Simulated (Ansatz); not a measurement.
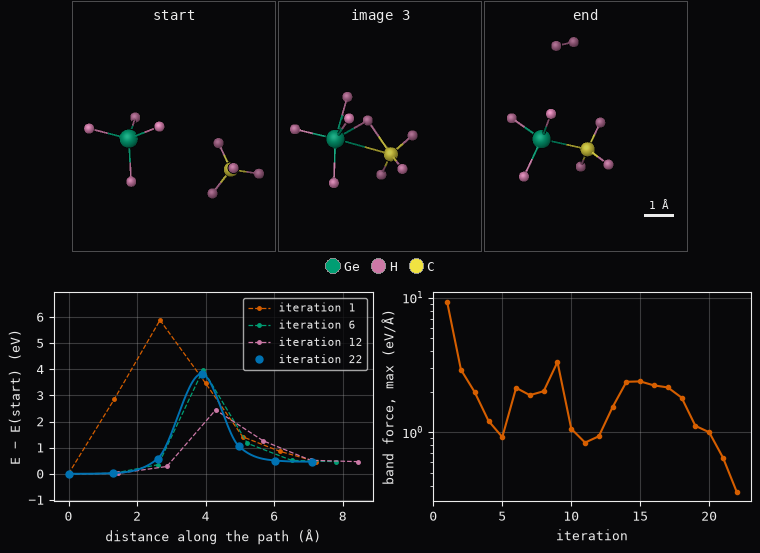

A nudged-elastic-band calculation for CH$_{8}$Ge, made up of GeH₄ and CH4. Images are numbered from 0 (start) to 6 (end). The plot follows the band through its iterations. Style: ball-and-stick. Shown at a tilt.

Level of theory: RKS PBE0/def2-TZVP (Ansatz). Set-up: 5 movable images; climbing image; force threshold 0.5 eV/Å; iteration limit 60; starting path through a guess of the saddle point.

Judge this run.

Answer. The run met only a loose threshold, so the barrier can't be trusted yet. The band converged in 22 iterations. The largest component of the band force went from 9.3 to 0.36 eV/Å. The climbing image converged on the top of the path. Its curvatures weren't checked. The force threshold is so loose that the height of the top is at best an upper bound. The first iteration put the highest image at 5.88 eV. The energy climbs by 3.82 eV to image 3 and then falls by 3.35 eV, so the end point sits at +0.46 eV.

Limits of the set-up: the start holds two separate molecules, 3.2 Å apart at their closest, whose relative position is a soft coordinate and is computed without a dispersion correction.

Cost: 3.4 min on 4 threads of Arm Neoverse N1 (shared host), peak memory 0.29 GiB.
